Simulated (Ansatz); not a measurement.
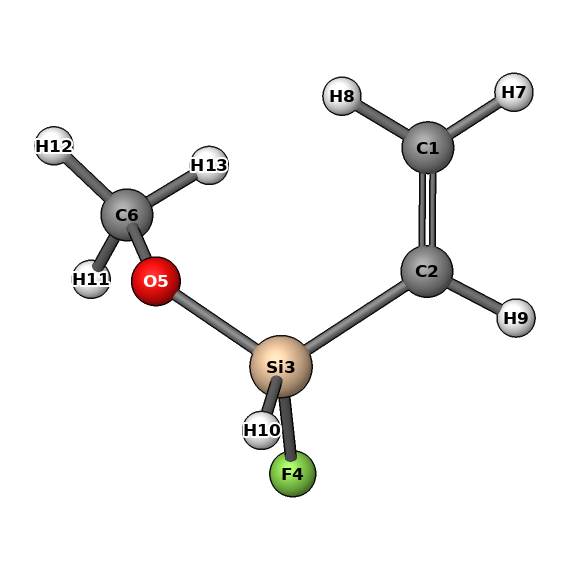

The questions are on Mulliken charges. The geometry was computed by an optimisation with PBE0-D4/def2-TZVP. No frequency run is at hand to confirm it as a minimum. Properties computed with RKS B3LYP-D4/def2-TZVPP (Ansatz 0.2.0).

Give the Mulliken charges atom by atom.

| atom | value (e) |
| --- | --- |
| C1 | −0.20 |
| C2 | −0.24 |
| Si3 | 0.74 |
| F4 | −0.33 |
| O5 | −0.38 |
| C6 | −0.13 |
| H7 | 0.11 |
| H8 | 0.11 |
| H9 | 0.10 |
| H10 | −0.10 |
| H11 | 0.12 |
| H12 | 0.11 |
| H13 | 0.10 |

Mulliken values depend strongly on the basis set and can even reverse the polarity of a bond.
